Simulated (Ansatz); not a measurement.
**BFHO2 (SMILES [O-]B(O)F) (charge −1): density, localisation and related maps**

```xyz
5

O    -1.0632   -0.3345    0.9408
B    -0.3898    0.0376   -0.0865
O     1.0378    0.0617   -0.2052
F    -0.9235    0.4945   -1.2964
H     1.3388   -0.2592    0.6473
```

Geometry: PBE0-D4/def2-TZVPD.

Level of theory: RKS PBE0-D4/def2-TZVPPD in Ansatz.

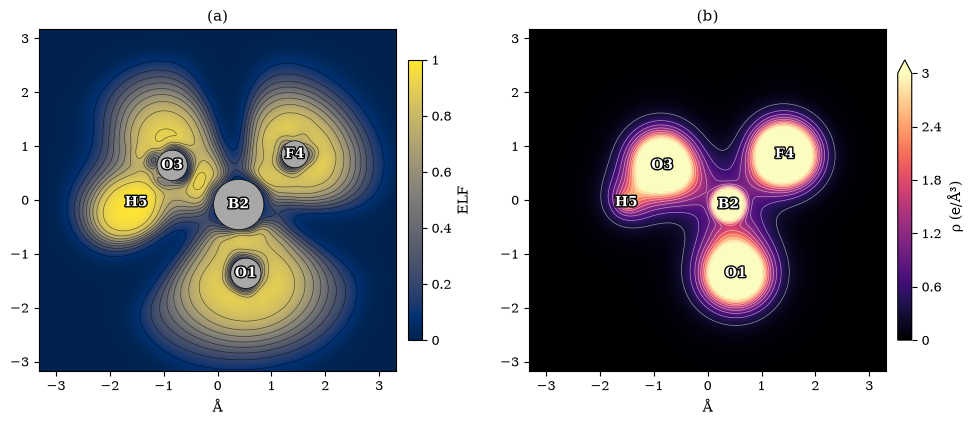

Figure 1. (a) ELF; (b) total electron density on the molecular plane. Grey discs cover the atomic cores in the ELF map.

> Interpret the plot.

- Atoms in the plane: O, B, F and H.
- B–O (1.28 Å): ρ at the midpoint is about 2.5 e/Å³; the ELF peaks at about 0.85 between the atoms, as expected for a short, strongly polar bond.
- B–F (1.40 Å): the density is about 1.8 e/Å³ at the midpoint; the ELF peaks at about 0.85 between the atoms: a polar covalent bond.
- O–H (0.96 Å): the density is about 3.8 e/Å³ at the midpoint; the ELF climbs to about 1 towards the hydrogen, as it does in any bond to H; an ordinary covalent bond to hydrogen.
- B–O (1.43 Å): the density is about 1.8 e/Å³ at the midpoint; the ELF peaks at about 0.90 between the atoms; a shared but strongly polarised pair.
- The ELF also peaks beside O1, F4 and O3, away from the bonds: lone-pair regions.

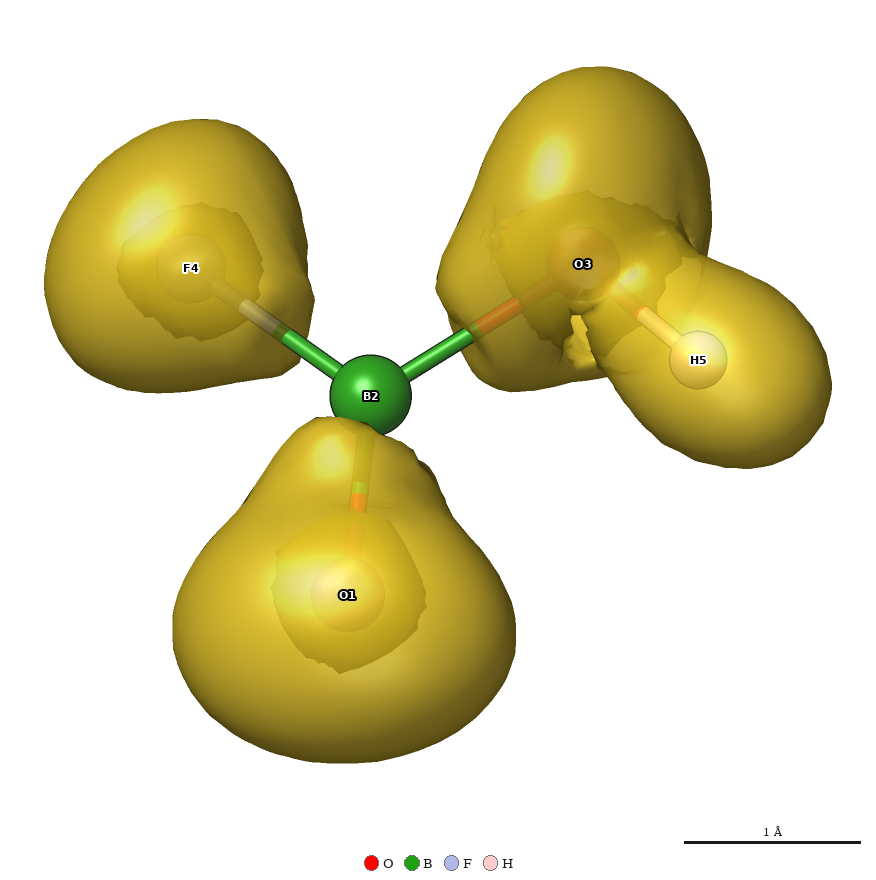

Figure 2. Isosurface of the electron localisation function at 0.75 (yellow), seen at a tilt. Only the valence region is drawn (cores and ρ < 0.01 e/Å³ removed).

> Identify the bonds, lone pairs and shells in this picture.

At this value the surface marks out one region on F in which the atom's valence shell and bonds are merged, one region on O in which the atom's valence shell and bonds are merged and one joined region spread over several atoms (H, O), in which their bonds and any lone pairs are merged.

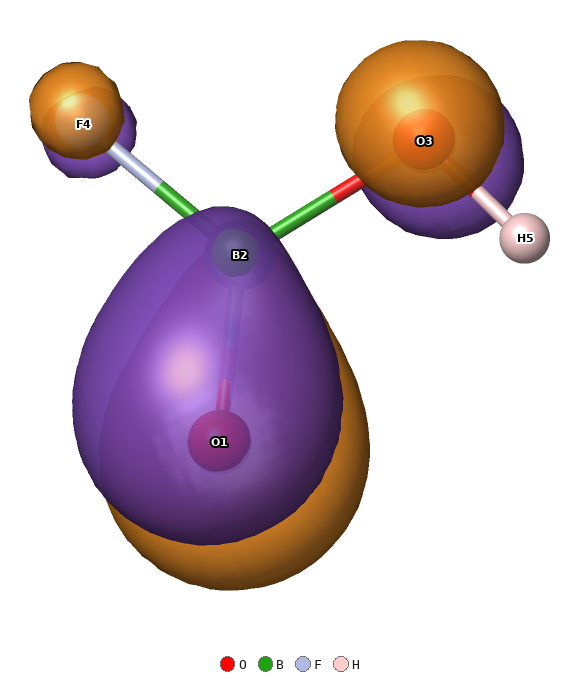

Figure 3. The HOMO−1 at ±0.15 Å⁻³ᐟ² (orange and purple are the two phases), seen at a tilt.

> What is the character of this orbital?

By Hirshfeld shares it lies mainly on O1 (about 70 %), B2 (about 15 %) and O3 (about 10 %); it changes sign across the molecular plane (π type); π-antibonding (a node) across B2–O3. Its energy is −1.85 eV.
